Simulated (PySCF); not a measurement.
**C2HBrClF, SMILES `F/C(Br)=C/Cl`: what the electrons do**

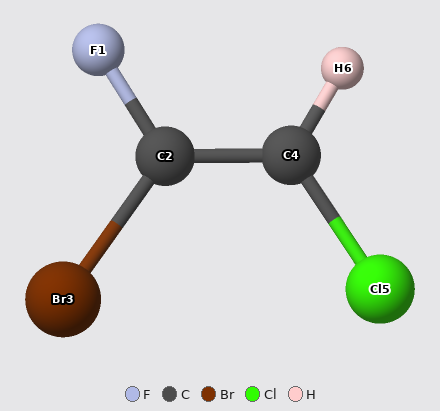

The molecule, with its atoms numbered as below. No frequency check shows the geometry to be a minimum.

Cartesian coordinates (Å):

```
F1       0.6959   -2.0535    0.0000
C2       0.0296   -0.8996    0.0000
Br3      1.1547    0.6028    0.0000
C4      -1.2978   -0.8756    0.0000
Cl5     -2.1883    0.5781    0.0000
H6      -1.8682   -1.7921    0.0000
```

## 1. Bonding charge

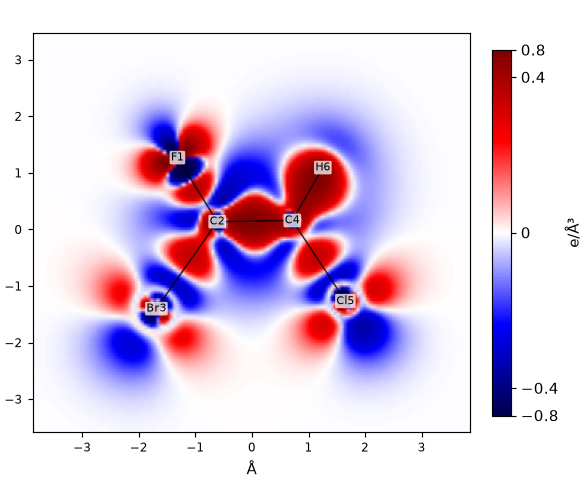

Deformation density (molecule less spherical, spin-averaged free atoms) in the molecular plane; colour scale in e/Å³, logarithmic beyond ±0.1; red: gain, blue: loss.

Method: BP86/def2-TZVP; geometry: GFN2-xTB; program: PySCF.

Q: How much density has each bond in this plane gained at its critical point, relative to the free atoms?

A: C2–C4: +0.75 e/Å³ at the bond critical point (bond length 1.33 Å, Mayer order 1.7). C4–H6: +0.74 e/Å³ at the bond critical point (bond length 1.08 Å, Mayer order 0.9). C4–Cl5: +0.23 e/Å³ at the bond critical point (bond length 1.71 Å, Mayer order 1.2). C2–Br3: +0.20 e/Å³ at the bond critical point (bond length 1.88 Å, Mayer order 1.2). F1–C2: +0.04 e/Å³ at the bond critical point (bond length 1.33 Å, Mayer order 1.1); up to 0.6 Å beside the axis the gain reaches +0.28 e/Å³. In all, 1.3 electrons gather in the regions of gain relative to the promolecule. A small or negative value marks a very polar bond, one between electron-rich atoms, whose free-atom densities already overlap strongly, a long bond to a heavier atom, or a closed-shell contact such as a hydrogen bond.

Q: Where do the Hirshfeld charges lie?

A: The highest Hirshfeld charge is on H6 (+0.07 e), the lowest on C4 (−0.07 e).

```
atom  charge (e)
  F1       −0.06
  C2       +0.06
 Br3       +0.01
  C4       −0.07
 Cl5       −0.01
  H6       +0.07
```

## 2. Bond critical points

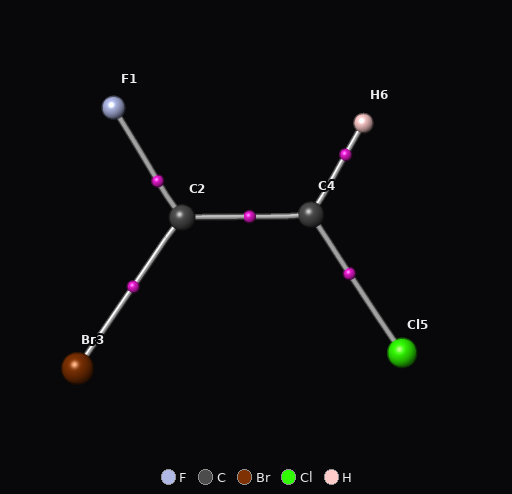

Molecular graph of the electron density (QTAIM): bond paths, bond critical points (magenta), ring points (cyan, if any); weak paths are dashed.

Q: How many critical points of each kind are there, and does the count close?

A: 6 nuclei, 5 bond, 0 ring and 0 cage critical points: 6 − 5 + 0 − 0 = 1, as the Poincaré–Hopf relation requires.

Q: What does the calculation give at each kind of bond critical point?

A:
| bond | length (Å) | ρ (a.u.) | ∇²ρ (a.u.) | ε | H (a.u.) |
| --- | --- | --- | --- | --- | --- |
| C2–C4 | 1.328 | 0.353 | −1.05 | 0.49 | −0.418 |
| C4–H6 | 1.080 | 0.285 | −1.01 | 0.04 | −0.290 |
| F1–C2 | 1.332 | 0.276 | −0.17 | 0.12 | −0.425 |
| C4–Cl5 | 1.705 | 0.214 | −0.34 | 0.08 | −0.166 |
| C2–Br3 | 1.877 | 0.173 | −0.18 | 0.11 | −0.113 |

Q: What kind of interaction is F1–C2?

A: Shared-shell (covalent): ρ = 0.276, ∇²ρ = −0.17, H = −0.425 a.u.

## 3. Electrostatic potential

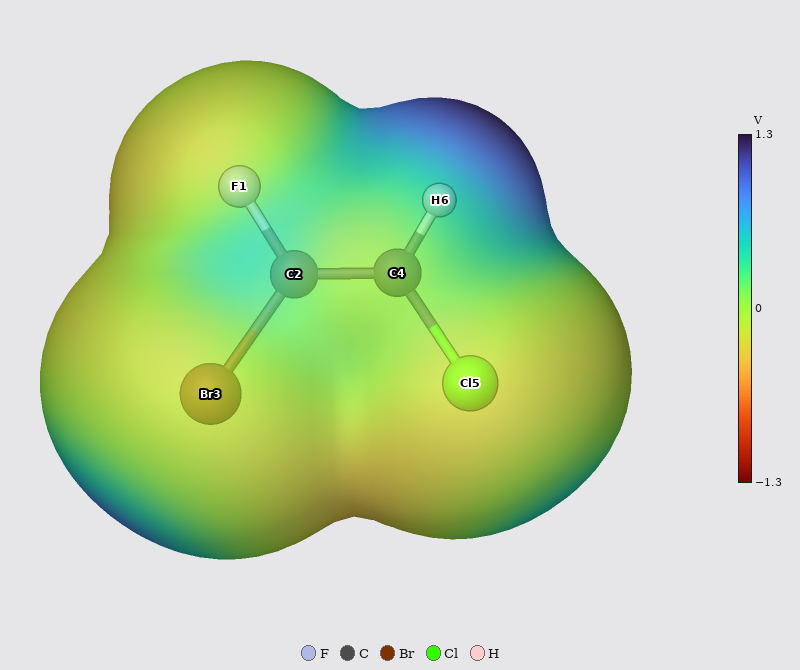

Electrostatic potential on the surface of electron density 0.001 a.u.

Q: Where are the extremes of the potential on the surface?

A: Highest: 1.22 V, 1.3 Å from H6. Further maxima include 0.83 V, 2.0 Å from Br3; 0.51 V, 1.9 Å from Cl5. Lowest: −0.35 V, near Cl5 (2.30 Å) and Br3 (2.39 Å). Further minima include −0.29 V, 1.7 Å from F1. The surface is sampled at points, so like sites can differ by a few per cent and only the strongest of them is named.

Q: Does Br3 carry a σ-hole?

A: Yes: a local maximum of +0.83 V lies on the extension of the C2–Br3 bond.

## 4. Localised orbitals

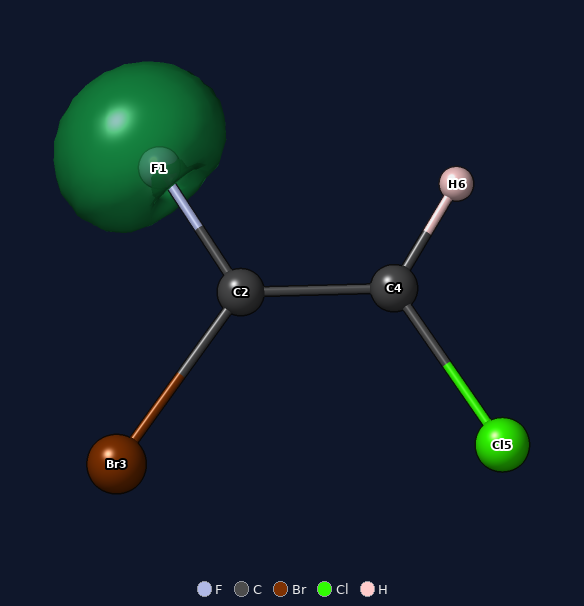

Intrinsic bond orbitals (IBO), occupied; each surface holds about 85 % of the orbital's density. Energies are diagonal elements of the Fock matrix.

PySCF calculation, HF/def2-TZVP, gas phase; geometry: GFN2-xTB.

Q: What does this orbital represent?

A: Lone pair on F1 (sp0.4-type) (F1 100 %; −33.8 eV).

## 5. The π system

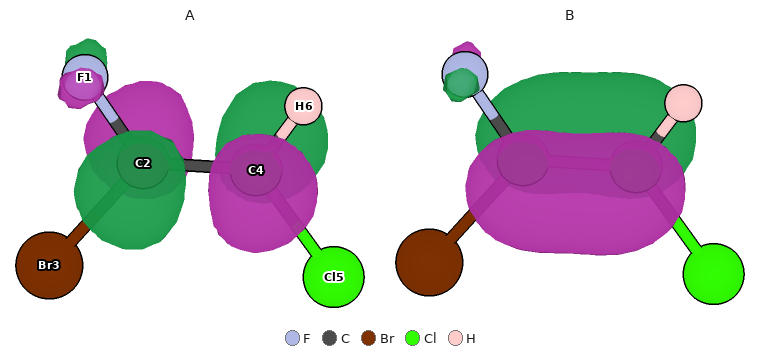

Natural orbitals of the π active space, CASSCF(2,2), singlet state, in random order.

Computed with PySCF, def2-SVPD basis, geometry: GFN2-xTB.

Q: Which orbitals are strongly, which singly and which weakly occupied?

A: Strongly: B (1.91). Weakly: A (0.09). Broadly, orbitals with more nodes between bonded atoms hold fewer electrons.

Q: How multiconfigurational is the state?

A: The leading determinant weighs 0.96; the effective number of unpaired electrons, Σ n²(2−n)², is 0.05; the most occupied of the weakly occupied orbitals holds 0.09 e, as in an ordinary closed-shell π system. The active space lowers the energy by 0.79 eV against Hartree–Fock.

Q: Where does the lowest triplet lie relative to the singlet, at this geometry and within this active space?

A: 4.43 eV above it by strongly contracted NEVPT2 (+4.37 eV by CASSCF); a small basis tends to put such gaps a few tenths of an eV too high. This is a vertical energy for π states alone; a state that uses lone pairs or σ orbitals may lie lower.

The PySCF runs shown took 30 s, 6.5 s and 2.2 min on 1 thread of Arm Neoverse V1, with other jobs on the host.
